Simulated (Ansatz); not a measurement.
## Run report: C6H14S, geometry relaxation (part 1 of 2)

C6H14S, computed with RKS PBE0-D4/def2-TZVP (Ansatz 0.2.0).

The geometry: PBE-D4/def2-SVP start. Figures and captions count atoms from 1; the log counts them from 0 in places.

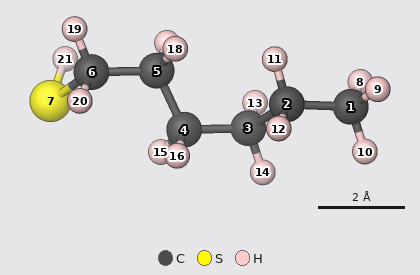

**Figure 1.** The structure as given in the input (ball-and-stick view, seen at a tilt; atoms are numbered from 1 in the order of the input). Bond lengths as drawn: C–C 1.53 Å, C–H 1.11 Å, C–S 1.84 Å and H–S 1.36 Å.

## Input
```yaml
crystal:
  periodic: [false, false, false]
  atoms:
    - {symbol: C, position_ang: [-2.196473, -1.041985, 2.182407]}
    - {symbol: C, position_ang: [-1.265345, -0.129830, 1.380232]}
    - {symbol: C, position_ang: [-0.995702, -0.640540, -0.041150]}
    - {symbol: C, position_ang: [-0.130467, 0.279458, -0.911817]}
    - {symbol: C, position_ang: [1.309054, 0.458885, -0.417885]}
    - {symbol: C, position_ang: [2.204344, 1.264532, -1.363341]}
    - {symbol: S, position_ang: [2.459616, 0.522510, -3.027993]}
    - {symbol: H, position_ang: [-1.771418, -2.062933, 2.283048]}
    - {symbol: H, position_ang: [-2.375456, -0.652663, 3.205213]}
    - {symbol: H, position_ang: [-3.184291, -1.145988, 1.685881]}
    - {symbol: H, position_ang: [-0.304329, -0.013298, 1.928104]}
    - {symbol: H, position_ang: [-1.702252, 0.892752, 1.320529]}
    - {symbol: H, position_ang: [-0.518265, -1.645987, 0.016366]}
    - {symbol: H, position_ang: [-1.970749, -0.803791, -0.551847]}
    - {symbol: H, position_ang: [-0.090921, -0.120998, -1.947528]}
    - {symbol: H, position_ang: [-0.614650, 1.280134, -0.989340]}
    - {symbol: H, position_ang: [1.769810, -0.540336, -0.243009]}
    - {symbol: H, position_ang: [1.318443, 0.972294, 0.569558]}
    - {symbol: H, position_ang: [3.194142, 1.463609, -0.904712]}
    - {symbol: H, position_ang: [1.749629, 2.253791, -1.583691]}
    - {symbol: H, position_ang: [3.115290, -0.589626, -2.589026]}
basis:
  gaussian: {orbitals: def2-TZVP}
hamiltonian: {xc: pbe0, dispersion: d4}
relax: {f_tol: 0.005, max_steps: 150}
```

Machine: 2 CPU threads, shared host.

Launch command:
```bash
ansatz run in.yaml --threads 2 --pin off --events-out ev --progress --plain --max-ram 32768MiB --backend cuda --devices 0, --max-vram 18GiB
```

## The program's output
```
Functional definition: PBE0
  name "PBE0"
  cite "Adamo & Barone, J. Chem. Phys. 110, 6158 (1999) doi:10.1063/1.478522"
  cite "Perdew, Burke & Ernzerhof, Phys. Rev. Lett. 77, 3865 (1996) doi:10.1103/PhysRevLett.77.3865"
  parent pbe
  parameter a = 0.25
  parameter kappa = 0.804
  parameter beta = 0.06672455060314922
  exchange = (1 - a)*pbe_x(kappa = kappa, mu = beta*pi^2/3) + a*exact_x
  correlation = pbe_c(beta = beta)
1967 factors; their error is unknown
mean field evaluation 1: about -17262.6060 eV, gradient 7.7e1 eV
mean field evaluation 2: about -17253.3316 eV, gradient 9.6e1 eV
mean field evaluation 4: about -17277.1297 eV, gradient 4.3e0 eV
mean field evaluation 8: about -17277.1777 eV, gradient 7.7e-2 eV
mean field evaluation 16: about -17277.1599 eV, gradient 4.3e-4 eV
mean field -17277.15985645 eV, -634.9239138449 hartree, gradient 2.1e-5 eV, S^2 0.000000; 0 other end points of the search recorded, 0 dependent functions left out
the calculation of the forces begins
reference -17277.15989763 eV, -634.9239153582 hartree; 33, 33 occupied and 274, 274 virtual orbitals, 1967 factors
relax step   1: F+E_penalty+E_count = -17277.54419092 eV  Δ(F+E_penalty+E_count) = +0.000e0 eV  max|allowed force component| = 6.735e-1 eV/Å  Δτ_max = 0.0000 Å  (29 SCF iters, accepted)
these checks for a lower state are left out or cut short: starts, cluster_reference, orbital_swaps, neighbouring_geometries, increment
1967 factors; their error is unknown
mean field -17277.23604573 eV, -634.9267137495 hartree, gradient 1.4e-5 eV, S^2 0.000000; 0 other end points of the search recorded, 0 dependent functions left out
the calculation of the forces begins
reference -17277.23608647 eV, -634.9267152466 hartree; 33, 33 occupied and 274, 274 virtual orbitals, 1967 factors
relax step   2: F+E_penalty+E_count = -17277.62380170 eV  Δ(F+E_penalty+E_count) = -7.961e-2 eV  max|allowed force component| = 2.522e-1 eV/Å  Δτ_max = 0.0413 Å  (31 SCF iters, accepted)
these checks for a lower state are left out or cut short: starts, cluster_reference, orbital_swaps, neighbouring_geometries, increment
1967 factors; their error is unknown
mean field evaluation 32: about -17277.2443 eV, gradient 1.3e-5 eV
mean field -17277.24426131 eV, -634.9270156664 hartree, gradient 1.3e-5 eV, S^2 0.000000; 0 other end points of the search recorded, 0 dependent functions left out
the calculation of the forces begins
reference -17277.24430195 eV, -634.9270171600 hartree; 33, 33 occupied and 274, 274 virtual orbitals, 1967 factors
relax step   3: F+E_penalty+E_count = -17277.63225245 eV  Δ(F+E_penalty+E_count) = -8.451e-3 eV  max|allowed force component| = 8.409e-2 eV/Å  Δτ_max = 0.0319 Å  (32 SCF iters, accepted)
these checks for a lower state are left out or cut short: starts, cluster_reference, orbital_swaps, neighbouring_geometries, increment
1967 factors; their error is unknown
mean field -17277.24445778 eV, -634.9270228864 hartree, gradient 1.3e-5 eV, S^2 0.000000; 0 other end points of the search recorded, 0 dependent functions left out
the calculation of the forces begins
reference -17277.24449840 eV, -634.9270243792 hartree; 33, 33 occupied and 274, 274 virtual orbitals, 1967 factors
relax step   4: F+E_penalty+E_count = -17277.63283295 eV  Δ(F+E_penalty+E_count) = -5.805e-4 eV  max|allowed force component| = 3.165e-2 eV/Å  Δτ_max = 0.0100 Å  (31 SCF iters, accepted)
these checks for a lower state are left out or cut short: starts, cluster_reference, orbital_swaps, neighbouring_geometries, increment
1967 factors; their error is unknown
mean field -17277.24472526 eV, -634.9270327163 hartree, gradient 1.3e-5 eV, S^2 0.000000; 0 other end points of the search recorded, 0 dependent functions left out
the calculation of the forces begins
reference -17277.24476589 eV, -634.9270342093 hartree; 33, 33 occupied and 274, 274 virtual orbitals, 1967 factors
relax step   5: F+E_penalty+E_count = -17277.63297234 eV  Δ(F+E_penalty+E_count) = -1.394e-4 eV  max|allowed force component| = 3.358e-3 eV/Å  Δτ_max = 0.0182 Å  (31 SCF iters, accepted)
these checks for a lower state are left out or cut short: starts, cluster_reference, orbital_swaps, neighbouring_geometries, increment
1967 factors; their error is unknown
mean field -17277.24481526 eV, -634.9270360238 hartree, gradient 1.3e-5 eV, S^2 0.000000; 0 other end points of the search recorded, 0 dependent functions left out
the calculation of the forces begins
reference -17277.24485589 eV, -634.9270375168 hartree; 33, 33 occupied and 274, 274 virtual orbitals, 1967 factors
relax step   6: F+E_penalty+E_count = -17277.63300998 eV  Δ(F+E_penalty+E_count) = -3.764e-5 eV  max|allowed force component| = 1.129e-2 eV/Å  Δτ_max = 0.0150 Å  (32 SCF iters, accepted)
these checks for a lower state are left out or cut short: starts, cluster_reference, orbital_swaps, neighbouring_geometries, increment
1967 factors; their error is unknown
mean field -17277.24482854 eV, -634.9270365119 hartree, gradient 1.3e-5 eV, S^2 0.000000; 0 other end points of the search recorded, 0 dependent functions left out
the calculation of the forces begins
reference -17277.24486917 eV, -634.9270380047 hartree; 33, 33 occupied and 274, 274 virtual orbitals, 1967 factors
relax step   7: F+E_penalty+E_count = -17277.63302095 eV  Δ(F+E_penalty+E_count) = -1.097e-5 eV  max|allowed force component| = 4.940e-3 eV/Å  Δτ_max = 0.0069 Å  (33 SCF iters, accepted)
1967 factors; their error is unknown
mean field evaluation 64: about -17277.2441 eV, gradient 6.9e-1 eV
```

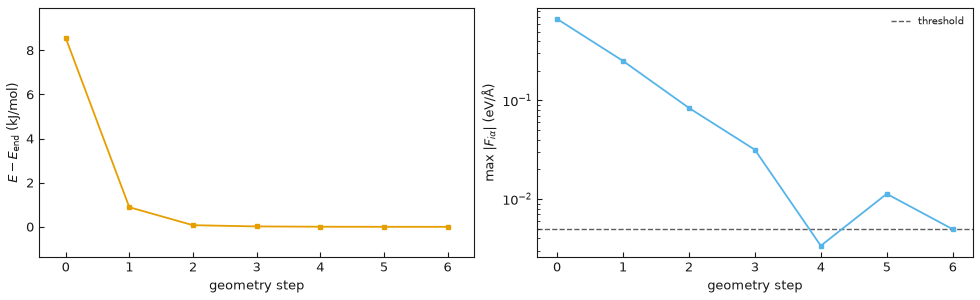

**Figure 2.** Progress of the relaxation, step by step (the first geometry is step 0 here and step 1 in the log).

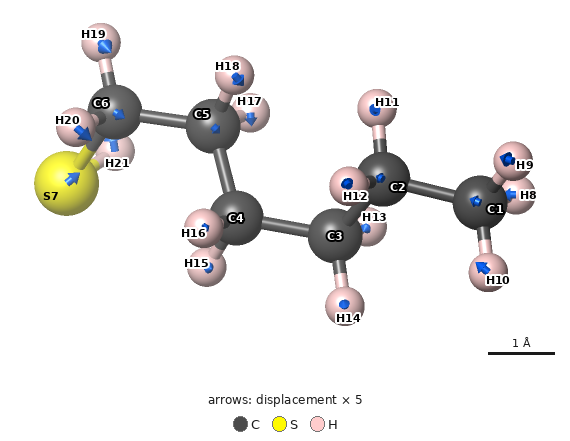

**Figure 3.** The starting structure with the displacements as blue arrows, magnified 5 times (ball-and-stick view, seen at a tilt). The two geometries are laid on each other by the best rigid fit. The energy falls by 8.57 kJ/mol in 6 geometry steps. The largest force component goes from 0.67 to 0.0049 eV/Å. The atom that moves furthest after the best rigid fit is H21 (0.086 Å). Largest moves by element: H 0.086 Å, S 0.054 Å, C 0.039 Å. Among the contacts that change: C6–S7 1.840 → 1.815 Å, S7–H21 1.364 → 1.343 Å, C2–H11 1.112 → 1.095 Å, C1–H10 1.110 → 1.094 Å. (Atoms are counted from 1 in the order of the input.)

```
mean field -17277.24482854 eV, -634.9270365119 hartree, gradient 1.3e-5 eV, S^2 0.000000; 1 other end points of the search recorded, 0 dependent functions left out
the calculation of the forces begins
reference -17277.24486917 eV, -634.9270380047 hartree; 33, 33 occupied and 274, 274 virtual orbitals, 1967 factors
Total energy: -17277.63306157 eV, -634.9413038124 hartree
Atom 0 at    -2.167997    -1.025801     2.165270 Å, force    -0.000158    -0.000162    -0.000447 eV/Å
Atom 1 at    -1.241194    -0.124532     1.367961 Å, force     0.000417     0.000326     0.000484 eV/Å
Atom 2 at    -0.999121    -0.634554    -0.044716 Å, force     0.000431    -0.000500    -0.000246 eV/Å
Atom 3 at    -0.141628     0.275892    -0.911894 Å, force    -0.000780     0.000363     0.000000 eV/Å
Atom 4 at     1.287024     0.436926    -0.419609 Å, force     0.000786     0.000349    -0.000600 eV/Å
Atom 5 at     2.169959     1.250270    -1.350949 Å, force    -0.001963     0.001907     0.004940 eV/Å
Atom 6 at     2.467055     0.504365    -2.978164 Å, force     0.001751    -0.002021    -0.002382 eV/Å
Atom 7 at    -1.754203    -2.034333     2.254638 Å, force    -0.000338     0.000321    -0.000165 eV/Å
Atom 8 at    -2.331954    -0.643848     3.175533 Å, force     0.000271    -0.000250    -0.000440 eV/Å
Atom 9 at    -3.144257    -1.114206     1.680176 Å, force     0.000374     0.000214     0.000283 eV/Å
Atom 10 at    -0.288243    -0.026888     1.898497 Å, force    -0.000307    -0.000265    -0.000268 eV/Å
Atom 11 at    -1.664302     0.886019     1.315633 Å, force     0.000278    -0.000322     0.000068 eV/Å
Atom 12 at    -0.535805    -1.628386     0.004758 Å, force    -0.000137     0.000332    -0.000093 eV/Å
Atom 13 at    -1.968332    -0.780291    -0.535539 Å, force     0.000447     0.000295     0.000074 eV/Å
Atom 14 at    -0.114910    -0.117116    -1.932667 Å, force     0.000158    -0.000125     0.000475 eV/Å
Atom 15 at    -0.611689     1.265923    -0.975330 Å, force    -0.000009    -0.000145     0.000070 eV/Å
Atom 16 at     1.737564    -0.551396    -0.267072 Å, force    -0.000060     0.000718     0.000258 eV/Å
Atom 17 at     1.295266     0.931140     0.558570 Å, force    -0.000402     0.000013     0.000050 eV/Å
Atom 18 at     3.133662     1.469255    -0.888350 Å, force    -0.000470    -0.000769    -0.001561 eV/Å
Atom 19 at     1.700767     2.211967    -1.578342 Å, force     0.000371    -0.000996    -0.000266 eV/Å
Atom 20 at     3.172347    -0.550418    -2.538404 Å, force    -0.000661     0.000719    -0.000237 eV/Å
Dipole moment:    -0.002361    -0.005626     0.338133 e Å
```
